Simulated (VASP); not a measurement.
Input:

```xyz
2
Lattice="3.0208 0.0000 0.0000 0.0000 3.0208 0.0000 0.0000 0.0000 3.0208" Properties=species:S:1:pos:R:3 pbc="T T T"
Ti     0.0000     0.0000     0.0000
Co     1.5104     1.5104     1.5104
```

Method: vdW-DF2, VASP's PBE PAW potentials (set 64) (plane waves; VASP). Settings: 520 eV cut-off, 13×13×13 Γ-centred mesh, tetrahedra with Blöchl corrections, potentials Ti_sv Co.

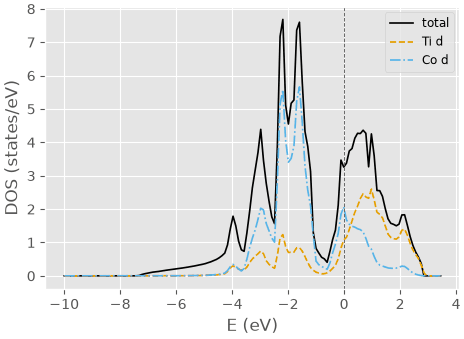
Total and projected density of states, zero at the Fermi level

Within 2 eV below the Fermi level the largest weight inside VASP's projection spheres is Co d, then Ti d.

It has no gap at this level: it comes out as a metal or semimetal.

The compound is TiCo in the CsCl type structure. It was relaxed first. The run is not spin-polarised, so no magnetic state was tried. The electron count is odd and the run is not spin-polarised, which forces a metal.
